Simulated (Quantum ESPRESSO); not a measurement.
# Collinear magnetic orders of NaMnCl3 with Quantum ESPRESSO, part 2 of 3

Does NaMnCl3 prefer parallel or opposed moments?

Quantum ESPRESSO 7.5; PBEsol with U = 4 eV on Mn d (ortho-atomic projectors); plane waves with GBRV 1.5 PBEsol potentials, no spin-orbit coupling.

So far, absolute magnetization (μB): step 2 (start 1: ferro ++) 10.0.

## Step 3: Run 2 (antiferro +−)

Input file pw.in:

```
&CONTROL
  calculation = 'scf'
  prefix = 'pwscf'
  outdir = './tmp'
  pseudo_dir = './pseudo'
  disk_io = 'nowf'
/
&SYSTEM
  ibrav = 0
  celldm(1) = 8
  nat = 10
  ntyp = 4
  ecutwfc = 40
  ecutrho = 280
  nbnd = 59
  occupations = 'smearing'
  smearing = 'fd'
  degauss = 0.00367493
  nspin = 2
  starting_magnetization(1) = 0
  starting_magnetization(2) = 0.3
  starting_magnetization(3) = -0.3
  starting_magnetization(4) = 0
/
&ELECTRONS
  conv_thr = 2d-08
  electron_maxstep = 150
  mixing_beta = 0.3
/
ATOMIC_SPECIES
Na     22.9898 na_pbesol_v1.5.uspp.F.UPF
Mn1    54.9380 mn_pbesol_v1.5.uspp.F.UPF
Mn2    54.9380 mn_pbesol_v1.5.uspp.F.UPF
Cl     35.4500 cl_pbesol_v1.4.uspp.F.UPF
CELL_PARAMETERS alat
   0.7784490554630    0.4494377717186    1.4666636884752
  -0.7784490554630    0.4494377717186    1.4666636884752
   0.0000000000000   -0.8988755434372    1.4666636884752
ATOMIC_POSITIONS crystal
Na      0.1449000000    0.1449000000    0.1449000000
Na      0.8551000000    0.8551000000    0.8551000000
Mn1     0.3407000000    0.3407000000    0.3407000000
Mn2     0.6593000000    0.6593000000    0.6593000000
Cl      0.4490000000    0.7169000000    0.0672000000
Cl      0.0672000000    0.4490000000    0.7169000000
Cl      0.7169000000    0.0672000000    0.4490000000
Cl      0.5510000000    0.2831000000    0.9328000000
Cl      0.9328000000    0.5510000000    0.2831000000
Cl      0.2831000000    0.9328000000    0.5510000000
K_POINTS automatic
4 4 4 0 0 0
HUBBARD {ortho-atomic}
U Mn1-3d 4.0000
U Mn2-3d 4.0000
```

Launch:

```bash
$ OMP_NUM_THREADS=1 mpirun -n 4 pw.x -nk 4 -in pw.in > pw.out
```

The program printed:

```text
[banner, memory and clock lines left out]
Program PWSCF v.7.5 starts

     Message from routine setup:
     using ibrav=0 with symmetry is DISCOURAGED, use correct ibrav instead

     bravais-lattice index     =            0
     lattice parameter (alat)  =       8.0000  a.u.
     unit-cell volume          =    1576.3459 (a.u.)^3
     number of atoms/cell      =           10
     number of atomic types    =            4
     number of electrons       =        90.00
     number of Kohn-Sham states=           59
     kinetic-energy cutoff     =      40.0000  Ry
     charge density cutoff     =     280.0000  Ry
     scf convergence threshold =      2.0E-08
     mixing beta               =       0.3000
     number of iterations used =            8  plain     mixing
     Exchange-correlation= SLA  PW   PSX  PSC
                           (   1   4  10   8   0   0   0)
     Hubbard projectors: ortho-atomic
     Hubbard parameters of DFT+U (Dudarev formulation) in eV:
     U(Mn1-3d) =  4.0000
     U(Mn2-3d) =  4.0000

     Internal variables: lda_plus_u =T, lda_plus_u_kind = 0

     Internal variables: orbital_resolved =F, hub_pot_fix =F, apply_U = F

     celldm(1)=   8.000000  celldm(2)=   0.000000  celldm(3)=   0.000000
     celldm(4)=   0.000000  celldm(5)=   0.000000  celldm(6)=   0.000000

     crystal axes: (cart. coord. in units of alat)
               a(1) = (   0.778449   0.449438   1.466664 )
               a(2) = (  -0.778449   0.449438   1.466664 )
               a(3) = (   0.000000  -0.898876   1.466664 )

     reciprocal axes: (cart. coord. in units 2 pi/alat)
               b(1) = (  0.642303  0.370834  0.227273 )
               b(2) = ( -0.642303  0.370834  0.227273 )
               b(3) = (  0.000000 -0.741667  0.227273 )

     PseudoPot. # 1 for Na read from file:
     na_pbesol_v1.5.uspp.F.UPF
     Pseudo is Ultrasoft, Zval =  9.0

     PseudoPot. # 2 for Mn read from file:
     mn_pbesol_v1.5.uspp.F.UPF
     Pseudo is Ultrasoft + core correction, Zval = 15.0

     PseudoPot. # 3 for Mn read from file:
     mn_pbesol_v1.5.uspp.F.UPF
     Pseudo is Ultrasoft + core correction, Zval = 15.0

     PseudoPot. # 4 for Cl read from file:
     cl_pbesol_v1.4.uspp.F.UPF
     Pseudo is Ultrasoft + core correction, Zval =  7.0

     atomic species   valence    mass     pseudopotential
     Na                9.00    22.98980     Na( 1.00)
     Mn1              15.00    54.93800     Mn( 1.00)
     Mn2              15.00    54.93800     Mn( 1.00)
     Cl                7.00    35.45000     Cl( 1.00)

     Starting magnetic structure
     atomic species   magnetization
     Na              0.000
     Mn1             0.300
     Mn2            -0.300
     Cl              0.000

      3 Sym. Ops. (no inversion) found

   Cartesian axes

     site n.     atom                  positions (alat units)
         1        Na     tau(   1) = (   0.0000000  -0.0000000   0.6375587  )
         2        Na     tau(   2) = (   0.0000000  -0.0000000   3.7624324  )
         3        Mn1    tau(   3) = (   0.0000000   0.0000000   1.4990770  )
         4        Mn2    tau(   4) = (   0.0000000   0.0000000   2.9009141  )
         5        Cl     tau(   5) = (  -0.2085465   0.4635951   1.8085430  )
         6        Cl     tau(   6) = (  -0.2972118  -0.4124041   1.8085430  )
         7        Cl     tau(   7) = (   0.5057584  -0.0511910   1.8085430  )
         8        Cl     tau(   8) = (   0.2085465  -0.4635951   2.5914481  )
         9        Cl     tau(   9) = (   0.2972118   0.4124041   2.5914481  )
        10        Cl     tau(  10) = (  -0.5057584   0.0511910   2.5914481  )

     number of k points=    14  Fermi-Dirac smearing, width (Ry)=  0.0037
                       cart. coord. in units 2pi/alat
        k(    1) = (   0.0000000   0.0000000   0.0000000), wk =   0.0156250
        k(    2) = (   0.0000000  -0.1854168   0.0568183), wk =   0.0937500
        k(    3) = (   0.0000000   0.3708337  -0.1136366), wk =   0.0468750
        k(    4) = (  -0.1605757  -0.0927084   0.1136366), wk =   0.0937500
        k(    5) = (  -0.1605757   0.4635421  -0.0568183), wk =   0.0937500
        [... 9 further k-points ...]

     Dense  grid:   124791 G-vectors     FFT dimensions: (  75,  75,  75)

     Smooth grid:    53855 G-vectors     FFT dimensions: (  60,  60,  60)

     Check: negative core charge=   -0.000017
     Generating pointlists ...
     new r_m :   0.2649 (alat units)  2.1192 (a.u.) for type    1
     new r_m :   0.2455 (alat units)  1.9639 (a.u.) for type    2
     new r_m :   0.2455 (alat units)  1.9639 (a.u.) for type    3
     new r_m :   0.2455 (alat units)  1.9639 (a.u.) for type    4

     Initial potential from superposition of free atoms

     starting charge      88.9869, renormalised to      90.0000

     negative rho (up, down):  4.648E-02 4.648E-02

     STARTING HUBBARD OCCUPATIONS:

     =================== HUBBARD OCCUPATIONS ===================
     ------------------------ ATOM    3 ------------------------
     Tr[ns(  3)] (up, down, total) =   5.00000  0.00000  5.00000
     Atomic magnetic moment for atom   3 =   5.00000
     [... lines left out ...]
     ------------------------ ATOM    4 ------------------------
     Tr[ns(  4)] (up, down, total) =   0.00000  5.00000  5.00000
     Atomic magnetic moment for atom   4 =  -5.00000
     [... lines left out ...]
     Number of occupied Hubbard levels =   10.0000

     Atomic wfc used for Hubbard projectors are orthogonalized

     Starting wfcs are   60 randomized atomic wfcs

     Self-consistent Calculation

     iteration #  1     ecut=    40.00 Ry     beta= 0.30
     Davidson diagonalization with overlap
     ethr =  1.00E-02,  avg # of iterations =  6.1

     =================== HUBBARD OCCUPATIONS ===================
     ------------------------ ATOM    3 ------------------------
     Tr[ns(  3)] (up, down, total) =   4.98012  0.17682  5.15694
     Atomic magnetic moment for atom   3 =   4.80330
     [... lines left out ...]
     ------------------------ ATOM    4 ------------------------
     Tr[ns(  4)] (up, down, total) =   0.17682  4.98002  5.15683
     Atomic magnetic moment for atom   4 =  -4.80320
     [... lines left out ...]
     Number of occupied Hubbard levels =   10.3138

     Threshold (ethr) on eigenvalues was too large:
     Diagonalizing with lowered threshold

     Davidson diagonalization with overlap
     ethr =  3.79E-04,  avg # of iterations =  5.3

     negative rho (up, down):  4.653E-02 4.653E-02

     total energy              =    -812.55041317 Ry
     estimated scf accuracy    <       0.33631759 Ry

     total magnetization       =     0.00 Bohr mag/cell
     absolute magnetization    =     9.74 Bohr mag/cell

     iteration #  2     ecut=    40.00 Ry     beta= 0.30
     Davidson diagonalization with overlap
     ethr =  3.74E-04,  avg # of iterations =  2.4

     negative rho (up, down):  4.603E-02 4.602E-02

     total energy              =    -812.57964860 Ry
     estimated scf accuracy    <       0.06836086 Ry

     total magnetization       =     0.00 Bohr mag/cell
     absolute magnetization    =     9.72 Bohr mag/cell

     [... further iterations left out ...]

     iteration # 10     ecut=    40.00 Ry     beta= 0.30
     Davidson diagonalization with overlap
     ethr =  7.94E-11,  avg # of iterations =  2.6

     negative rho (up, down):  4.454E-02 4.454E-02

     total energy              =    -812.59679346 Ry
     estimated scf accuracy    <       0.00000003 Ry

     total magnetization       =     0.00 Bohr mag/cell
     absolute magnetization    =     9.78 Bohr mag/cell

     iteration # 11     ecut=    40.00 Ry     beta= 0.30
     Davidson diagonalization with overlap
     ethr =  3.69E-11,  avg # of iterations =  3.0

     negative rho (up, down):  4.454E-02 4.454E-02

     Magnetic moment per site  (integrated on atomic sphere of radius R)
     atom   1 (R=0.265)  charge=  8.0981  magn= -0.0013
     atom   2 (R=0.265)  charge=  8.0981  magn=  0.0013
     atom   3 (R=0.245)  charge= 12.9783  magn=  4.4732
     atom   4 (R=0.245)  charge= 12.9783  magn= -4.4732
     atom   5 (R=0.245)  charge=  5.5582  magn=  0.0008
     atom   6 (R=0.245)  charge=  5.5582  magn=  0.0008
     atom   7 (R=0.245)  charge=  5.5582  magn=  0.0008
     atom   8 (R=0.245)  charge=  5.5582  magn= -0.0008
     atom   9 (R=0.245)  charge=  5.5582  magn= -0.0008
     atom  10 (R=0.245)  charge=  5.5582  magn= -0.0008

     End of self-consistent calculation

     =================== HUBBARD OCCUPATIONS ===================
     ------------------------ ATOM    3 ------------------------
     Tr[ns(  3)] (up, down, total) =   4.98546  0.23536  5.22082
     Atomic magnetic moment for atom   3 =   4.75010
     [... lines left out ...]
     ------------------------ ATOM    4 ------------------------
     Tr[ns(  4)] (up, down, total) =   0.23536  4.98546  5.22082
     Atomic magnetic moment for atom   4 =  -4.75010
     [... lines left out ...]
     Number of occupied Hubbard levels =   10.4416

     [... lines left out ...]
     the Fermi energy is     3.7502 ev

!    total energy              =    -812.59679362 Ry
     estimated scf accuracy    <       0.00000001 Ry
     smearing contrib. (-TS)   =      -0.00000000 Ry
     internal energy E=F+TS    =    -812.59679362 Ry

     The total energy is F=E-TS. E is the sum of the following terms:
     one-electron contribution =    -557.34157552 Ry
     hartree contribution      =     302.91657370 Ry
     xc contribution           =    -137.47843451 Ry
     ewald contribution        =    -420.76197905 Ry
     Hubbard energy            =       0.06862177 Ry

     total magnetization       =    -0.00 Bohr mag/cell
     absolute magnetization    =     9.78 Bohr mag/cell

     convergence has been achieved in  11 iterations
```

Elapsed: 97 s, on 4 MPI ranks of Arm Neoverse V2, shared host; peak memory 1.2 GiB.

Spin moment in the atom's sphere by atom:

| atom | spin moment in the atom's sphere (μB) |
| --- | --- |
| Na1 | 0.00 |
| Na2 | 0.00 |
| Mn3 | 4.47 |
| Mn4 | -4.47 |
| Cl5 | 0.00 |
| Cl6 | 0.00 |
| Cl7 | 0.00 |
| Cl8 | 0.00 |
| Cl9 | 0.00 |
| Cl10 | 0.00 |

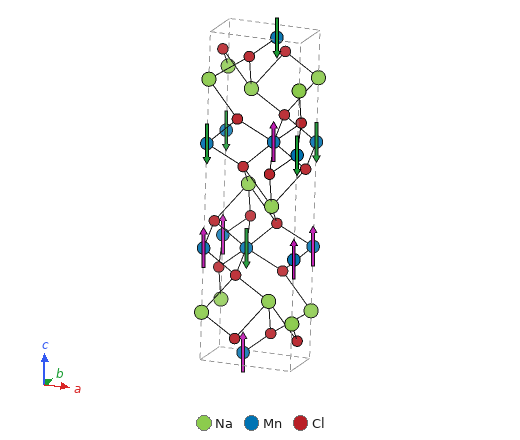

Spin moment in the atom's sphere as arrows, the longest 4.47 μB. Up and down stand for the sign. Arrows give size and sign along the axis of quantisation, drawn up and down the page. The two directions have two colours. Bonds to atoms that aren't drawn are left out. Some periodic images of atoms are drawn too.

Numbers from this step:

```yaml
smearing_term_ts: 9.63e-11 eV
magnetization: 0 μB
absolute_magnetization: 9.784 μB
final_state: antiferromagnetic
```

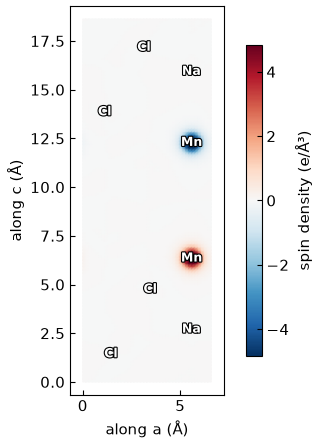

Spin density in the ac plane of the conventional cell at fractional y = 0.000, with atoms of Na and Mn and Cl within 0.2 Å of it. The map starts off the cell's origin, so that atoms lie inside it.

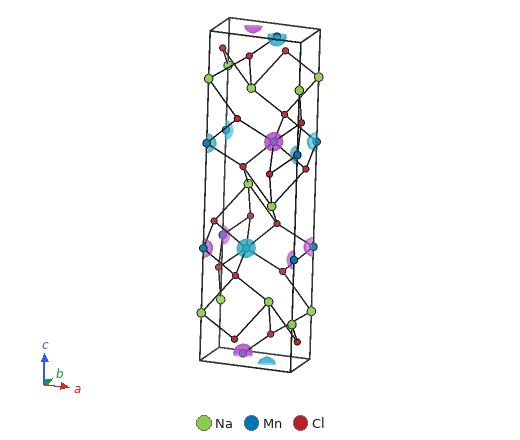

Surfaces of spin density = ±1.8 e/Å³, which hold about 50 % of the integral of its size. The two colours are the two signs. Bonds to atoms that aren't drawn are left out.

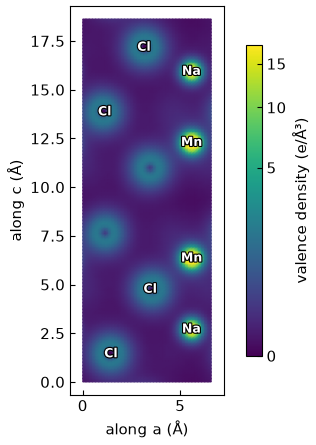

Valence density in the ac plane of the conventional cell at fractional y = 0.000, with atoms of Na and Mn and Cl within 0.2 Å of it. It is the smooth field of the valence electrons, not physical close to the nuclei. The map starts off the cell's origin, so that atoms lie inside it. The colour scale is stretched toward low values.

## Step 4: The states side by side

An order is kept where moments of 0.15 μB or more survive with the typed signs; meshes match where a doubled cell samples the same k points as the first cell.

Orders:

```
       start        final state  typed order kept  energy over the lowest (meV a seeded atom)  largest site moment (μB)  net moment (μB a cell of the first run)  mesh matched  CPU time (s)
    ferro ++      ferromagnetic               yes                                           0                     4.478                                       10           yes         367.7
antiferro +-  antiferromagnetic               yes                                       2.476                     4.473                                        0           yes         385.8
```

## Step 5: The lowest state again, with its states saved

pw.in: that of step 3 with these lines changed.

```diff
@@ -5,3 +5,3 @@
   pseudo_dir = './pseudo'
-  disk_io = 'nowf'
+  disk_io = 'low'
 /
@@ -11,6 +11,6 @@
   nat = 10
-  ntyp = 4
+  ntyp = 3
   ecutwfc = 40
   ecutrho = 280
-  nbnd = 59
+  nbnd = 67
   occupations = 'smearing'
@@ -21,4 +21,3 @@
   starting_magnetization(2) = 0.3
-  starting_magnetization(3) = -0.3
-  starting_magnetization(4) = 0
+  starting_magnetization(3) = 0
 /
@@ -31,4 +30,3 @@
 Na     22.9898 na_pbesol_v1.5.uspp.F.UPF
-Mn1    54.9380 mn_pbesol_v1.5.uspp.F.UPF
-Mn2    54.9380 mn_pbesol_v1.5.uspp.F.UPF
+Mn     54.9380 mn_pbesol_v1.5.uspp.F.UPF
 Cl     35.4500 cl_pbesol_v1.4.uspp.F.UPF
@@ -41,4 +39,4 @@
 Na      0.8551000000    0.8551000000    0.8551000000
-Mn1     0.3407000000    0.3407000000    0.3407000000
-Mn2     0.6593000000    0.6593000000    0.6593000000
+Mn      0.3407000000    0.3407000000    0.3407000000
+Mn      0.6593000000    0.6593000000    0.6593000000
 Cl      0.4490000000    0.7169000000    0.0672000000
@@ -52,3 +50,2 @@
 HUBBARD {ortho-atomic}
-U Mn1-3d 4.0000
-U Mn2-3d 4.0000
+U Mn-3d 4.0000
```

The program printed:

```text
     [... lines left out ...]
Program PWSCF v.7.5 starts
     [... lines left out ...]
     number of atoms/cell      =           10
     [... lines left out ...]
     number of electrons       =        90.00
     number of Kohn-Sham states=           67
     kinetic-energy cutoff     =      40.0000  Ry
     charge density cutoff     =     280.0000  Ry
     scf convergence threshold =      2.0E-08
     [... lines left out ...]
      6 Sym. Ops., with inversion, found
     [... lines left out ...]
     number of k points=    14  Fermi-Dirac smearing, width (Ry)=  0.0037
     [... lines left out ...]
     iteration # 10     ecut=    40.00 Ry     beta= 0.30
     [... lines left out ...]
     Magnetic moment per site  (integrated on atomic sphere of radius R)
     atom   1 (R=0.265)  charge=  8.0981  magn=  0.0037
     atom   2 (R=0.265)  charge=  8.0981  magn=  0.0037
     atom   3 (R=0.245)  charge= 12.9780  magn=  4.4778
     atom   4 (R=0.245)  charge= 12.9780  magn=  4.4778
     atom   5 (R=0.245)  charge=  5.5582  magn=  0.0378
     atom   6 (R=0.245)  charge=  5.5582  magn=  0.0378
     atom   7 (R=0.245)  charge=  5.5582  magn=  0.0378
     atom   8 (R=0.245)  charge=  5.5582  magn=  0.0378
     atom   9 (R=0.245)  charge=  5.5582  magn=  0.0378
     atom  10 (R=0.245)  charge=  5.5582  magn=  0.0378
     [... lines left out ...]
     Tr[ns(  3)] (up, down, total) =   4.98577  0.23420  5.21997
     [... lines left out ...]
     Tr[ns(  4)] (up, down, total) =   4.98577  0.23420  5.21997
     [... lines left out ...]
     the Fermi energy is     5.5072 ev
!    total energy              =    -812.59715763 Ry
     estimated scf accuracy    <          6.1E-09 Ry
     smearing contrib. (-TS)   =      -0.00000000 Ry
     [... lines left out ...]
     total magnetization       =    10.00 Bohr mag/cell
     absolute magnetization    =    10.01 Bohr mag/cell
     convergence has been achieved in  10 iterations
```

It took 95 s on 4 MPI ranks; peak memory 1.2 GiB; 6.3 min of CPU time.

Read from the output:

* smearing term TS: 3.80e-13 eV
* magnetization: 10 μB
* absolute magnetization: 10.01 μB
* final state: ferromagnetic
* largest moment: 4.478 μB

(Part 2 of 3 ends here.)

[Logs and program files are shortened in this print: banners, set-up blocks, solver, clock and traceback lines can be left out without a mark of their own.]

[Logs are printed without paths, hosts, clocks, repeated set-up lines and the standing remarks that a program may print on its own settings, such as how far it seeks lower states.]

[Hosts, paths, dates, database ids (printed as entryN), source tags and the programs' standing remarks are cut or masked in the printed files.]

[Where a cell is said to come from a database of computed structures, the database is the Materials Project.]
